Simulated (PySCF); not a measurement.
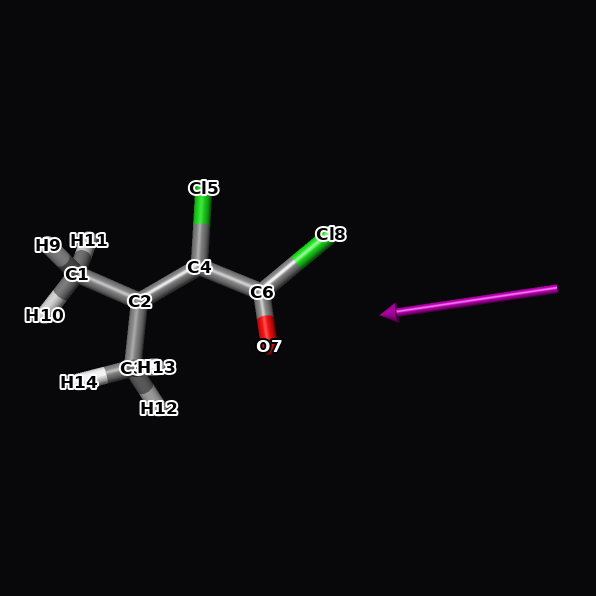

The arrow beside the molecule shows the direction of the dipole moment, from the negative to the positive end (its length means nothing). The geometry was computed by an optimisation with GFN2-xTB. No frequency run is at hand to confirm it as a minimum. Level of theory: PBE0/pcSseg-1, gas phase (PySCF 2.14.0).

> Estimate the dipole moment.

4.04 D; it points from the side of Cl8 to the side of H10 (the outermost atoms at the two ends).
